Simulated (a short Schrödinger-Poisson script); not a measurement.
System: symmetric double-gate stack, Al2O3 on p-type Si(110), at 300 K.

```
layer  material  thickness (nm)  Na (cm⁻³)
-----  --------  --------------  ---------
1         Al2O3               5          -
2            Si               8       2e15
3         Al2O3               5          -
```

The device is made up for the run: typed textbook-type constants, with dimensions and the other settings drawn at random. Al2O3: permittivity 9, conduction-band edge (eV) 2.7, gap (eV) 6.8, electron mass (mₑ) 0.3. Si: permittivity 11.7, conduction-band edge (eV) 0, gap (eV) 1.124, Nv at 300 K (cm⁻³) 3.1e19.

Channel valleys (confinement mass, in-plane density-of-states mass, number): Δ4 0.315, 0.324, 4; Δ2 0.19, 0.417, 2. At the gates, both at one voltage, the conduction-band edge of layer 1 lies 2.87 eV − eVg above the Fermi level of the channel. Gaps are held at their typed values at every temperature. Mesh 0.03 nm at interfaces.

From a short Schrödinger-Poisson script (our own, NumPy): 1D Poisson equation in equilibrium, electrons quantum, Hartree (BenDaniel-Duke, 12 states a valley, the channel's in-plane mass for all, wave functions free to enter the dielectric), parabolic valleys, classical holes, full ionisation, no traps, pinning or gate leakage.

Only gate voltages with over 1e8 electrons/cm² are shown.

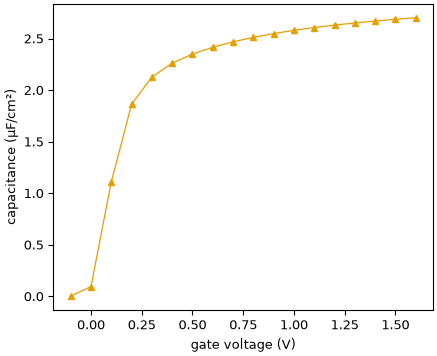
Figure: Quasi-static capacitance against gate voltage

```csv
Vg (V),electrons (cm⁻²),C (μF/cm²),Δ4 E0 (meV),Δ4 E1 (meV),Δ2 E0 (meV),Δ2 E1 (meV)
-0.1,3.41e8,< 0.003,287.0,337.6,296.4,375.1
0,1.57e10,0.0951,188.0,238.5,197.4,276.1
0.1,3.31e11,1.11,109.2,158.5,118.5,195.9
0.2,1.30e12,1.86,73.8,119.6,83.0,156.7
0.3,2.56e12,2.13,56.4,98.0,65.5,134.7
0.4,3.93e12,2.26,45.4,83.0,54.5,119.4
0.5,5.37e12,2.35,37.4,71.3,46.6,107.4
0.6,6.86e12,2.42,31.1,61.7,40.6,97.7
0.7,8.38e12,2.47,26.0,53.6,35.8,89.5
0.8,9.94e12,2.51,21.6,46.6,31.9,82.5
0.9,1.15e13,2.55,17.7,40.4,28.5,76.3
1,1.31e13,2.58,14.3,34.9,25.6,70.8
1.1,1.47e13,2.61,11.2,30.0,23.1,66.0
1.2,1.64e13,2.63,8.3,25.5,20.8,61.6
1.3,1.80e13,2.65,5.6,21.3,18.7,57.6
1.4,1.97e13,2.67,3.0,17.5,16.9,53.9
1.5,2.14e13,2.69,0.6,14.0,15.1,50.5
1.6,2.30e13,2.70,-1.7,10.7,13.5,47.3
```

Subbands count from the Fermi level. The capacitance is that of both gates.
